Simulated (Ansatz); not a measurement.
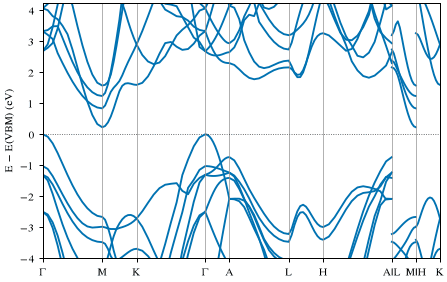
*Band structure from r²SCAN (plane waves, PAW; program Ansatz)*

Question: Read off the gap and where the band edges lie.

Answer: About 0.2 eV (0.23 eV by a search for the band edges); maximum at Γ, minimum at M.

The material is BP in space group P6_422 (No. 181; B on 3c, P on 3d).

The start of the workflow was typed in or built on a structure type; neither database checked (COD, Materials Project) lists it. It is not the phase usual at ambient conditions (space group No. 216). The cell was relaxed with r²SCAN under the symmetry of its start; whether a distortion lowers the energy is not shown.

Potentials: the earlier of the program's two PAW sets.
